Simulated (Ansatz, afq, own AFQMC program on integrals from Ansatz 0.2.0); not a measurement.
**H3S+ (triplet): quantum Monte Carlo beside coupled cluster, cc-pVDZ**

Aim: compute H3S+ (triplet) with auxiliary-field quantum Monte Carlo on the same integrals as coupled cluster, and set the energies side by side.

The runs use Ansatz 0.2.0, Gaussian basis, and an in-house AFQMC program (afq) on its integrals; all values are calculated; cc-pVDZ, frozen cores.

Plan: PBE (unrestricted); r2SCAN (unrestricted); PBE0 (unrestricted); B3LYP (unrestricted); wB97M-V (unrestricted); B2PLYP (unrestricted); CCSD(T) on UHF; CCSDT(Q) on UHF; CCSD(T) on UHF; CCSD(T) on UHF; Phaseless AFQMC, CISD trial on UHF; Phaseless AFQMC, single-determinant trial on UHF; Free-projection AFQMC, CISD trial on UHF; Phaseless AFQMC, CISD trial on UHF.

## Step 1: The geometry

The geometry is a PBE0/def2-TZVP stationary point (not a proven minimum).

4 atoms, charge 1, spin multiplicity 3.

Atoms are counted from 1 here; the program's logs count them from 0.

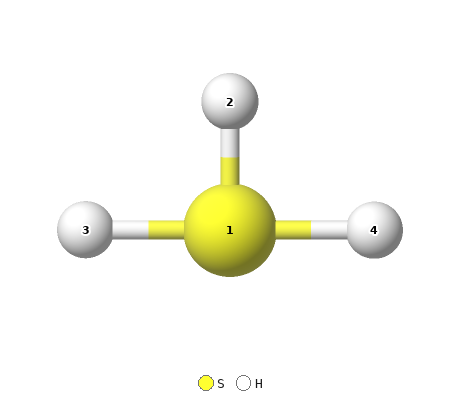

The geometry (sulfur yellow, hydrogen white); atoms are numbered from 1 in the order of the file.

## Step 2: PBE (unrestricted)

The input, in.yaml:

```yaml
crystal:
  periodic: [false, false, false]
  atoms:
    - {symbol: S, position_ang: [0.000000, -0.039104, 0.000000]}
    - {symbol: H, position_ang: [0.000000, 1.318376, 0.000000]}
    - {symbol: H, position_ang: [0.000000, -0.037193, 1.520127]}
    - {symbol: H, position_ang: [0.000000, -0.037193, -1.520127]}
basis:
  gaussian: {orbitals: cc-pVDZ}
total_charge: 1
magnetization: {spin_polarized: true, initial_magnetization: 2}
hamiltonian: {xc: {name: PBE}}
output: {orbitals: {seedname: orbitals}}
```

Run with:

```
$ ansatz run in.yaml --threads 1 --pin off --events-out ev --progress --plain --max-ram 1843MiB
```

Standard output:

```text
Functional definition: PBE
  name "PBE"
  cite "Perdew, Burke & Ernzerhof, Phys. Rev. Lett. 77, 3865 (1996) doi:10.1103/PhysRevLett.77.3865"
  parent pbe
  parameter kappa = 0.804
  parameter beta = 0.06672455060314922
  exchange = pbe_x(kappa = kappa, mu = beta*pi^2/3)
  correlation = pbe_c(beta = beta)
325 factors; integrals over basis functions are off by at most 1.4e-3 eV
mean field evaluation 1: about -10865.0558 eV, gradient 1.3e1 eV
mean field evaluation 2: about -10865.3018 eV, gradient 1.3e1 eV
mean field evaluation 4: about -10866.2395 eV, gradient 5.2e-1 eV
mean field evaluation 8: about -10866.2384 eV, gradient 1.8e-3 eV
mean field -10866.23840428 eV, -399.3268959563 hartree, gradient 2.0e-5 eV, S^2 2.007355; 0 other end points of the search recorded, 0 dependent functions left out
reference -10866.23842838 eV, -399.3268968422 hartree; 10, 8 occupied and 23, 25 virtual orbitals, 325 factors
Total energy: -10866.23842838 eV, -399.3268968422 hartree
```

Wall time 0.57 s (1 thread of Arm Neoverse V1, shared host).

From the report: ⟨S²⟩ of the determinant 2.007 (pure triplet: 2.00).

## Step 3: r2SCAN (unrestricted)

in.yaml, as its differences from that of step 2:

```diff
@@ -11,3 +11,2 @@
 magnetization: {spin_polarized: true, initial_magnetization: 2}
-hamiltonian: {xc: {name: PBE}}
-output: {orbitals: {seedname: orbitals}}
+hamiltonian: {xc: {name: r2SCAN}}
```

The command is unchanged.

Standard output:

```text
Functional definition: r2SCAN
  name "r2SCAN"
  cite "Furness, Kaplan, Ning, Perdew & Sun, J. Phys. Chem. Lett. 11, 8208 (2020) doi:10.1021/acs.jpclett.0c02405"
  cite "Furness, Kaplan, Ning, Perdew & Sun, J. Phys. Chem. Lett. 11, 9248 (2020) doi:10.1021/acs.jpclett.0c03077"
  parent r2scan
  parameter k0 = 0.174
  parameter k1 = 0.065
  parameter a1 = 4.9479
  exchange = r2scan_x(k0 = k0, k1 = k1, a1 = a1)
  correlation = r2scan_c
325 factors; integrals over basis functions are off by at most 1.4e-3 eV
mean field evaluation 1: about -10869.3682 eV, gradient 1.2e1 eV
mean field evaluation 2: about -10869.7649 eV, gradient 9.7e0 eV
mean field evaluation 4: about -10870.3149 eV, gradient 5.2e-1 eV
mean field evaluation 8: about -10870.3111 eV, gradient 2.5e-3 eV
mean field -10870.31106605 eV, -399.4765635159 hartree, gradient 6.2e-5 eV, S^2 2.014038; 0 other end points of the search recorded, 0 dependent functions left out
reference -10870.31107404 eV, -399.4765638095 hartree; 10, 8 occupied and 23, 25 virtual orbitals, 325 factors
Total energy: -10870.31107404 eV, -399.4765638095 hartree
```

It took 1.3 s on 1 thread of Arm Neoverse V1, shared host.

From the report: ⟨S²⟩ of the determinant 2.014 (pure triplet: 2.00).

## Step 4: PBE0 (unrestricted)

in.yaml, as its differences from that of step 3:

```diff
@@ -11,2 +11,3 @@
 magnetization: {spin_polarized: true, initial_magnetization: 2}
-hamiltonian: {xc: {name: r2SCAN}}
+hamiltonian: {xc: {name: PBE0}}
+output: {orbitals: {seedname: orbitals}}
```

Launched as before.

Standard output:

```text
Functional definition: PBE0
  name "PBE0"
  cite "Adamo & Barone, J. Chem. Phys. 110, 6158 (1999) doi:10.1063/1.478522"
  cite "Perdew, Burke & Ernzerhof, Phys. Rev. Lett. 77, 3865 (1996) doi:10.1103/PhysRevLett.77.3865"
  parent pbe
  parameter a = 0.25
  parameter kappa = 0.804
  parameter beta = 0.06672455060314922
  exchange = (1 - a)*pbe_x(kappa = kappa, mu = beta*pi^2/3) + a*exact_x
  correlation = pbe_c(beta = beta)
325 factors; integrals over basis functions are off by at most 1.4e-3 eV
mean field evaluation 1: about -10866.3781 eV, gradient 1.0e1 eV
mean field evaluation 2: about -10866.7868 eV, gradient 7.0e0 eV
mean field evaluation 4: about -10867.0622 eV, gradient 7.3e-1 eV
mean field evaluation 8: about -10867.1636 eV, gradient 7.6e-2 eV
mean field evaluation 16: about -10867.1636 eV, gradient 5.1e-5 eV
mean field -10867.16362595 eV, -399.3608972257 hartree, gradient 5.1e-5 eV, S^2 2.013193; 0 other end points of the search recorded, 0 dependent functions left out
reference -10867.16364406 eV, -399.3608978912 hartree; 10, 8 occupied and 23, 25 virtual orbitals, 325 factors
Total energy: -10867.16364406 eV, -399.3608978912 hartree
```

Wall time 0.78 s (1 thread of Arm Neoverse V1, shared host).

From the report: ⟨S²⟩ of the determinant 2.013 (pure triplet: 2.00).

## Step 5: B3LYP (unrestricted)

in.yaml, as its differences from that of step 4:

```diff
@@ -11,3 +11,2 @@
 magnetization: {spin_polarized: true, initial_magnetization: 2}
-hamiltonian: {xc: {name: PBE0}}
-output: {orbitals: {seedname: orbitals}}
+hamiltonian: {xc: {name: B3LYP}}
```

Launched as before.

Standard output:

```text
Functional definition: B3LYP
  name "B3LYP"
  cite "Stephens, Devlin, Chabalowski & Frisch, J. Phys. Chem. 98, 11623 (1994) doi:10.1021/j100096a001"
  cite "Becke, Phys. Rev. A 38, 3098 (1988) doi:10.1103/PhysRevA.38.3098"
  cite "Lee, Yang & Parr, Phys. Rev. B 37, 785 (1988) doi:10.1103/PhysRevB.37.785"
  cite "Vosko, Wilk & Nusair, Can. J. Phys. 58, 1200 (1980) doi:10.1139/p80-159"
  parameter a0 = 0.2
  parameter ax = 0.72
  parameter ac = 0.81
  exchange = (1 - a0 - ax)*slater_x + ax*b88_x + a0*exact_x
  correlation = (1 - ac)*vwn_rpa_c + ac*lyp_c
325 factors; integrals over basis functions are off by at most 1.4e-3 eV
mean field evaluation 1: about -10870.6313 eV, gradient 1.1e1 eV
mean field evaluation 2: about -10871.0460 eV, gradient 8.6e0 eV
mean field evaluation 4: about -10871.4713 eV, gradient 7.6e-1 eV
mean field evaluation 8: about -10871.5534 eV, gradient 8.8e-3 eV
mean field evaluation 16: about -10871.5535 eV, gradient 8.3e-5 eV
mean field -10871.55346816 eV, -399.5222209514 hartree, gradient 8.3e-5 eV, S^2 2.010633; 0 other end points of the search recorded, 0 dependent functions left out
reference -10871.55363050 eV, -399.5222269172 hartree; 10, 8 occupied and 23, 25 virtual orbitals, 325 factors
Total energy: -10871.55363050 eV, -399.5222269172 hartree
```

It took 0.81 s on 1 thread of Arm Neoverse V1, shared host.

From the report: ⟨S²⟩ of the determinant 2.011 (pure triplet: 2.00).

## Step 6: wB97M-V (unrestricted)

in.yaml, as its differences from that of step 5:

```diff
@@ -11,2 +11,3 @@
 magnetization: {spin_polarized: true, initial_magnetization: 2}
-hamiltonian: {xc: {name: B3LYP}}
+hamiltonian: {xc: {name: wB97M-V}}
+output: {orbitals: {seedname: orbitals}}
```

Launched as before.

Standard output:

```text
Functional definition: wB97M-V
  name "wB97M-V"
  cite "Mardirossian & Head-Gordon, J. Chem. Phys. 144, 214110 (2016) doi:10.1063/1.4952647"
  cite "Becke, J. Chem. Phys. 107, 8554 (1997) doi:10.1063/1.475007"
  cite "Vydrov & Van Voorhis, J. Chem. Phys. 133, 244103 (2010) doi:10.1063/1.3521275"
  # Of w^i u^j: cxij and so on, Table III.
  parameter omega = 0.3/bohr
  parameter cx = 0.15
  parameter cx01 = 1.007
  parameter cx10 = 0.259
  parameter css00 = 0.443
  parameter css04 = -1.437
  parameter css10 = -4.535
  parameter css20 = -3.390
  parameter css43 = 4.278
  parameter cos00 = 1.000
  parameter cos10 = 1.358
  parameter cos20 = 2.924
  parameter cos21 = -8.812
  parameter cos60 = -1.390
  parameter cos61 = 9.142
  parameter b = 6.0
  parameter c = 0.01
  gx(w, u) = 1 - cx + cx01*u + cx10*w
  gss(w, u) = css00 + css04*u^4 + css10*w + css20*w^2 + css43*w^4*u^3
  gos(w, u) = cos00 + cos10*w + (cos20 + cos21*u)*w^2 + (cos60 + cos61*u)*w^6
  exchange = spin_sum(e_x_unif_sr(omega)*gx(b97_w, b97_u_x)) + cx*exact_x_sr(omega) + exact_x_lr(omega)
  correlation = spin_sum(e_c_pw_mod_same_spin*gss(b97_w, b97_u_same))
      + integral(e_c_pw_mod_opposite_spin*gos(b97_w_opposite, b97_u_opposite)) + vv10(b, c)
325 factors; integrals over basis functions are off by at most 1.4e-3 eV
112 factors; integrals over basis functions are off by at most 1.0e-5 eV
mean field evaluation 1: about -10869.2873 eV, gradient 7.1e0 eV
mean field evaluation 2: about -10869.5902 eV, gradient 3.0e0 eV
mean field evaluation 4: about -10869.6411 eV, gradient 5.4e-1 eV
mean field evaluation 8: about -10869.7026 eV, gradient 3.5e-2 eV
mean field evaluation 16: about -10869.7026 eV, gradient 2.1e-5 eV
mean field -10869.70258525 eV, -399.4542022589 hartree, gradient 2.1e-5 eV, S^2 2.008729; 0 other end points of the search recorded, 0 dependent functions left out
reference -10869.70261139 eV, -399.4542032196 hartree; 10, 8 occupied and 23, 25 virtual orbitals, 325 factors
Total energy: -10869.70261139 eV, -399.4542032196 hartree
```

Run time: 3 s. Hardware: 1 thread of Arm Neoverse V1, shared host.

From the report: ⟨S²⟩ of the determinant 2.009 (pure triplet: 2.00).

## Step 7: B2PLYP (unrestricted)

in.yaml, as its differences from that of step 6:

```diff
@@ -11,3 +11,3 @@
 magnetization: {spin_polarized: true, initial_magnetization: 2}
-hamiltonian: {xc: {name: wB97M-V}}
-output: {orbitals: {seedname: orbitals}}
+hamiltonian: {xc: {name: B2PLYP}}
+correlation: {electrons: outside_noble_gas}
```

Same command.

Standard output:

```text
Functional definition: B2PLYP
  name "B2PLYP"
  cite "Grimme, J. Chem. Phys. 124, 034108 (2006) doi:10.1063/1.2148954"
  cite "Becke, Phys. Rev. A 38, 3098 (1988) doi:10.1103/PhysRevA.38.3098"
  cite "Lee, Yang & Parr, Phys. Rev. B 37, 785 (1988) doi:10.1103/PhysRevB.37.785"
  parameter a = 0.53
  parameter c = 0.27
  exchange = (1 - a)*b88_x + a*exact_x
  correlation = (1 - c)*lyp_c + c*(mp2_os + mp2_ss)
325 factors; integrals over basis functions are off by at most 1.4e-3 eV
mean field evaluation 1: about -10865.2873 eV, gradient 8.4e0 eV
mean field evaluation 2: about -10865.3087 eV, gradient 8.3e0 eV
mean field evaluation 4: about -10865.8333 eV, gradient 9.0e-1 eV
mean field evaluation 8: about -10865.8456 eV, gradient 1.3e-2 eV
mean field evaluation 16: about -10865.8456 eV, gradient 1.1e-5 eV
mean field -10865.84556758 eV, -399.3124594740 hartree, gradient 1.4e-6 eV, S^2 2.022711; 0 other end points of the search recorded, 0 dependent functions left out
5 core orbitals not correlated: weight in the atoms' cores, before any rotation towards them, 1.000 or more for the frozen orbitals, at most 0.000 for the correlated occupied ones
reference -10865.84567136 eV, -399.3124632878 hartree; 5, 3 occupied and 23, 25 virtual orbitals, 325 factors
second order -4.26793698 eV of doubles, -0.00000000 eV of singles
Total energy: -10866.99801435 eV, -399.3548111114 hartree
```

It took 0.84 s on 1 thread of Arm Neoverse V1, shared host.

From the report: ⟨S²⟩ of the determinant 2.023 (pure triplet: 2.00).

## Step 8: CCSD(T) on UHF

in.yaml, as its differences from that of step 7:

```diff
@@ -11,3 +11,2 @@
 magnetization: {spin_polarized: true, initial_magnetization: 2}
-hamiltonian: {xc: {name: B2PLYP}}
-correlation: {electrons: outside_noble_gas}
+correlation: {method: ccsd_t, electrons: outside_noble_gas, hamiltonian_folder: ham}
```

Launched as before.

Standard output:

```text
Functional definition: HF
  name "HF"
  cite "Fock, Z. Phys. 61, 126 (1930) doi:10.1007/BF01340294"
  parent pbe
  exchange = exact_x
  correlation = 0
325 factors; integrals over basis functions are off by at most 1.4e-3 eV
mean field evaluation 1: about -10851.6483 eV, gradient 8.3e0 eV
mean field evaluation 2: about -10851.6806 eV, gradient 8.3e0 eV
mean field evaluation 4: about -10852.4209 eV, gradient 1.3e0 eV
mean field evaluation 8: about -10852.4478 eV, gradient 2.3e-4 eV
mean field evaluation 16: about -10852.4443 eV, gradient 4.5e-1 eV
mean field -10852.44784141 eV, -398.8201021185 hartree, gradient 5.7e-6 eV, S^2 2.049277; 0 other end points of the search recorded, 0 dependent functions left out
5 core orbitals not correlated: weight in the atoms' cores, before any rotation towards them, 1.000 or more for the frozen orbitals, at most 0.000 for the correlated occupied ones
reference -10852.44784141 eV, -398.8201021185 hartree; 5, 3 occupied and 23, 25 virtual orbitals, 325 factors
second order -3.38397136 eV of doubles, -0.00000000 eV of singles
cycle   1  -3.93316018 eV  change   -5.5e-1 eV  update   5.7e-2
cycle   2  -4.16999476 eV  change   -2.4e-1 eV  update   2.5e-2
cycle   3  -4.19373386 eV  change   -2.4e-2 eV  update   8.3e-3
cycle   4  -4.19442006 eV  change   -6.9e-4 eV  update   2.3e-3
cycle   5  -4.19471402 eV  change   -2.9e-4 eV  update   7.0e-4
cycle   6  -4.19469930 eV  change    1.5e-5 eV  update   1.9e-4
cycle   7  -4.19475636 eV  change   -5.7e-5 eV  update   6.5e-5
cycle   8  -4.19474774 eV  change    8.6e-6 eV  update   2.2e-5
cycle   9  -4.19474240 eV  change    5.3e-6 eV  update   7.0e-6
perturbative correction -0.09818925 eV, -0.0036083884 hartree
Total energy: -10856.74077306 eV, -398.9778644467 hartree
```

Run time: 0.48 s. Hardware: 1 thread of Arm Neoverse V1, shared host.

From the report: ⟨S²⟩ of the determinant 2.049 (pure triplet: 2.00); correlation -4.2929 eV; T1 0.017; largest double amplitude 0.09.

This run also writes the integrals to the folder ham.

## Step 9: CCSDT(Q) on UHF

in.yaml, as its differences from that of step 8:

```diff
@@ -11,2 +11,2 @@
 magnetization: {spin_polarized: true, initial_magnetization: 2}
-correlation: {method: ccsd_t, electrons: outside_noble_gas, hamiltonian_folder: ham}
+correlation: {method: ccsdt_q, electrons: outside_noble_gas}
```

Same command.

Standard output:

```text
Functional definition: HF
  name "HF"
  cite "Fock, Z. Phys. 61, 126 (1930) doi:10.1007/BF01340294"
  parent pbe
  exchange = exact_x
  correlation = 0
622 factors; integrals over basis functions are off by at most 2.1e-7 eV
mean field evaluation 1: about -10851.6484 eV, gradient 8.3e0 eV
mean field evaluation 2: about -10851.6806 eV, gradient 8.3e0 eV
mean field evaluation 4: about -10852.4210 eV, gradient 1.3e0 eV
mean field evaluation 8: about -10852.4479 eV, gradient 2.3e-4 eV
mean field evaluation 16: about -10852.4443 eV, gradient 4.5e-1 eV
mean field -10852.44787131 eV, -398.8201032173 hartree, gradient 5.7e-6 eV, S^2 2.049277; 0 other end points of the search recorded, 0 dependent functions left out
5 core orbitals not correlated: weight in the atoms' cores, before any rotation towards them, 1.000 or more for the frozen orbitals, at most 0.000 for the correlated occupied ones
reference -10852.44787131 eV, -398.8201032173 hartree; 5, 3 occupied and 23, 25 virtual orbitals, 622 factors
second order -3.38399036 eV of doubles, -0.00000000 eV of singles
cycle   1  -3.93316368 eV  change   -5.5e-1 eV  update   6.1e-2
cycle   2  -4.27330474 eV  change   -3.4e-1 eV  update   3.0e-2
cycle   3  -4.31000250 eV  change   -3.7e-2 eV  update   1.1e-2
cycle   4  -4.31335143 eV  change   -3.3e-3 eV  update   4.6e-3
cycle   5  -4.31442576 eV  change   -1.1e-3 eV  update   1.3e-3
cycle   6  -4.31412974 eV  change    3.0e-4 eV  update   5.0e-4
cycle   7  -4.31430182 eV  change   -1.7e-4 eV  update   2.2e-4
cycle   8  -4.31436218 eV  change   -6.0e-5 eV  update   8.8e-5
cycle   9  -4.31431491 eV  change    4.7e-5 eV  update   3.8e-5
cycle  10  -4.31431592 eV  change   -1.0e-6 eV  update   1.3e-5
cycle  11  -4.31432492 eV  change   -9.0e-6 eV  update   5.3e-6
cycle  12  -4.31432548 eV  change   -5.6e-7 eV  update   1.7e-6
cycle  13  -4.31432461 eV  change    8.7e-7 eV  update   7.9e-7
cycle  14  -4.31432358 eV  change    1.0e-6 eV  update   3.2e-7
cycle  15  -4.31432348 eV  change    1.0e-7 eV  update   1.2e-7
perturbative correction -0.00427670 eV, -0.0001571658 hartree
Total energy: -10856.76647149 eV, -398.9788088466 hartree
```

It took 4.4 s on 1 thread of Arm Neoverse V1, shared host.

From the report: ⟨S²⟩ of the determinant 2.049 (pure triplet: 2.00); correlation -4.3186 eV; T1 0.017; largest double amplitude 0.10.

## Step 10: CCSD(T) on UHF

in.yaml, as its differences from that of step 9:

```diff
@@ -8,5 +8,5 @@
 basis:
-  gaussian: {orbitals: cc-pVDZ}
+  gaussian: {orbitals: def2-TZVPP}
 total_charge: 1
 magnetization: {spin_polarized: true, initial_magnetization: 2}
-correlation: {method: ccsdt_q, electrons: outside_noble_gas}
+correlation: {method: ccsd_t, electrons: outside_noble_gas}
```

The command is unchanged.

Standard output:

```text
Functional definition: HF
  name "HF"
  cite "Fock, Z. Phys. 61, 126 (1930) doi:10.1007/BF01340294"
  parent pbe
  exchange = exact_x
  correlation = 0
459 factors; integrals over basis functions are off by at most 1.3e-3 eV
mean field evaluation 1: about -10852.0725 eV, gradient 9.5e0 eV
mean field evaluation 2: about -10852.0781 eV, gradient 9.5e0 eV
mean field evaluation 4: about -10852.9490 eV, gradient 1.7e0 eV
mean field evaluation 8: about -10852.9907 eV, gradient 5.4e-4 eV
mean field evaluation 16: about -10852.9856 eV, gradient 1.4e-1 eV
mean field -10852.99069441 eV, -398.8400515983 hartree, gradient 1.7e-6 eV, S^2 2.052155; 0 other end points of the search recorded, 0 dependent functions left out
5 core orbitals not correlated: weight in the atoms' cores, before any rotation towards them, 1.000 or more for the frozen orbitals, at most 0.000 for the correlated occupied ones
reference -10852.99069441 eV, -398.8400515983 hartree; 5, 3 occupied and 74, 76 virtual orbitals, 459 factors
second order -4.38578437 eV of doubles, -0.00000000 eV of singles
cycle   1  -4.96741458 eV  change   -5.8e-1 eV  update   6.0e-2
cycle   2  -5.22735601 eV  change   -2.6e-1 eV  update   2.6e-2
cycle   3  -5.24938189 eV  change   -2.2e-2 eV  update   8.4e-3
cycle   4  -5.24964493 eV  change   -2.6e-4 eV  update   2.6e-3
cycle   5  -5.24996955 eV  change   -3.2e-4 eV  update   8.6e-4
cycle   6  -5.25001650 eV  change   -4.7e-5 eV  update   2.4e-4
cycle   7  -5.25006994 eV  change   -5.3e-5 eV  update   9.1e-5
cycle   8  -5.25007387 eV  change   -3.9e-6 eV  update   3.3e-5
cycle   9  -5.25006119 eV  change    1.3e-5 eV  update   1.1e-5
cycle  10  -5.25006417 eV  change   -3.0e-6 eV  update   4.1e-6
perturbative correction -0.18324209 eV, -0.0067340228 hartree
Total energy: -10858.42400067 eV, -399.0397219206 hartree
```

Run time: 2.5 s. Hardware: 1 thread of Arm Neoverse V1, shared host; peak memory 0.28 GiB.

From the report: ⟨S²⟩ of the determinant 2.052 (pure triplet: 2.00); correlation -5.4333 eV; T1 0.019; largest double amplitude 0.08.

## Step 11: CCSD(T) on UHF

in.yaml, as its differences from that of step 10:

```diff
@@ -8,3 +8,3 @@
 basis:
-  gaussian: {orbitals: def2-TZVPP}
+  gaussian: {orbitals: "def2-QZVPP.json"}
 total_charge: 1
```

Launched as before.

Standard output:

```text
Functional definition: HF
  name "HF"
  cite "Fock, Z. Phys. 61, 126 (1930) doi:10.1007/BF01340294"
  parent pbe
  exchange = exact_x
  correlation = 0
935 factors; integrals over basis functions are off by at most 1.2e-3 eV
mean field evaluation 1: about -10852.3634 eV, gradient 9.8e0 eV
mean field evaluation 2: about -10852.3658 eV, gradient 9.8e0 eV
mean field evaluation 4: about -10853.2707 eV, gradient 1.8e0 eV
mean field evaluation 8: about -10853.3166 eV, gradient 6.1e-4 eV
mean field evaluation 16: about -10853.3135 eV, gradient 1.5e-1 eV
mean field -10853.31663262 eV, -398.8520296067 hartree, gradient 2.2e-6 eV, S^2 2.052444; 0 other end points of the search recorded, 0 dependent functions left out
5 core orbitals not correlated: weight in the atoms' cores, before any rotation towards them, 1.000 or more for the frozen orbitals, at most 0.000 for the correlated occupied ones
reference -10853.31663262 eV, -398.8520296067 hartree; 5, 3 occupied and 150, 152 virtual orbitals, 935 factors
second order -4.74927802 eV of doubles, -0.00000000 eV of singles
cycle   1  -5.28002721 eV  change   -5.3e-1 eV  update   6.0e-2
cycle   2  -5.53754317 eV  change   -2.6e-1 eV  update   2.6e-2
cycle   3  -5.55910645 eV  change   -2.2e-2 eV  update   8.6e-3
cycle   4  -5.55938553 eV  change   -2.8e-4 eV  update   2.8e-3
cycle   5  -5.55975680 eV  change   -3.7e-4 eV  update   8.8e-4
cycle   6  -5.55976248 eV  change   -5.7e-6 eV  update   2.7e-4
cycle   7  -5.55982392 eV  change   -6.1e-5 eV  update   1.1e-4
cycle   8  -5.55983756 eV  change   -1.4e-5 eV  update   3.9e-5
cycle   9  -5.55981978 eV  change    1.8e-5 eV  update   1.4e-5
cycle  10  -5.55982212 eV  change   -2.3e-6 eV  update   5.5e-6
perturbative correction -0.20947780 eV, -0.0076981671 hartree
Total energy: -10859.08593254 eV, -399.0640474680 hartree
```

Run time: 20 s. Hardware: 1 thread of Arm Neoverse V1, shared host; peak memory 1.3 GiB.

From the report: ⟨S²⟩ of the determinant 2.052 (pure triplet: 2.00); correlation -5.7693 eV; T1 0.019; largest double amplitude 0.07.

(Part 1 of 2 ends here.)
